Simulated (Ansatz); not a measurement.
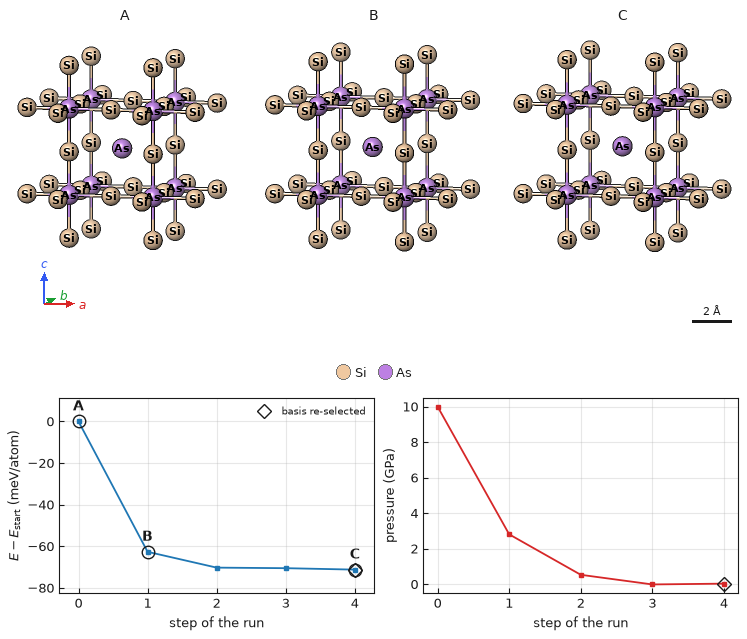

Frames of a relaxation of solid Si3As2 (a generated structure, set up in Pm-3m) (coarse preliminary run), marked on the history of the run. A ball-and-stick model of the cell of the calculation, seen slightly off an axis.

These are results of DFT PBE, scalar-relativistic, plane waves, PAW (Ansatz), not measurements.

The input:
```yaml
crystal:
  lattice:
    - [4.54140665, 0.0, 0.0]
    - [0.0, 4.54140665, 0.0]
    - [0.0, 0.0, 4.54140665]
  atoms:
    - { symbol: Si, position: [0.5, 0.0, 0.0] }
    - { symbol: Si, position: [0.0, 0.5, 0.0] }
    - { symbol: Si, position: [0.0, 0.0, 0.5] }
    - { symbol: As, position: [0.5, 0.5, 0.5] }
    - { symbol: As, position: [0.0, 0.0, 0.0] }
basis:
  ecutwfc: 420
kpoints:
  mp_grid: { grid: [4, 4, 4] }
hamiltonian:
  xc: pbe
scf:
  occupations: { method: gaussian, width: 0.1 }
  lower_state_search: "off"
output:
  forces: true
  stress: true
  eigenvalues: true
relax:
  adjacent_minimum: "off"
  f_tol: 0.04
  max_steps: 70
  cell: { stress_tol: 0.4 }
```

Launched with:
```bash
ansatz run input.yaml --threads 1 --pin off --max-ram 2560MiB --backend cpu --events-out ev --progress --plain --runs-dir out
```

### Describe the path.

Over 3 accepted moves (4 points after the start) the energy falls by 71.2 meV per atom. All forces vanish by symmetry, so only the cell relaxes. The pressure goes from 10.00 to 0.03 GPa. At 1 point the geometry stayed and the basis and grid were re-selected for the new cell (energy shift of 0.7 meV per atom at most each time). No atom moves by more than 0.005 Å relative to the cell. Cell: a = b = c 4.541 → 4.743 Å (+4.4 %). Volume +13.9 %. Near-neighbour distances that change, for instance: Si1–As5 2.271 → 2.371 Å. The space group stays Pm-3m (No. 221). The run took 21 s on 1 thread of Intel(R) Xeon(R) Processor @ 2.70GHz (shared host), peak memory 0.38 GiB. From step 0 to 1: volume +9.0 %, energy −62.6 meV per atom. From step 1 to 4: volume +4.5 %, energy −8.6 meV per atom.

| step | E − E(0), meV/atom | pressure, GPa | volume, Å³/atom | note |
| --- | --- | --- | --- | --- |
| 0 | 0.00 | 10.00 | 18.733 |  |
| 1 | -62.63 | 2.81 | 20.414 |  |
| 2 | -70.24 | 0.53 | 21.155 |  |
| 3 | -70.51 | -0.01 | 21.336 |  |
| 4 | -71.20 | 0.03 | 21.336 | same geometry, new basis |
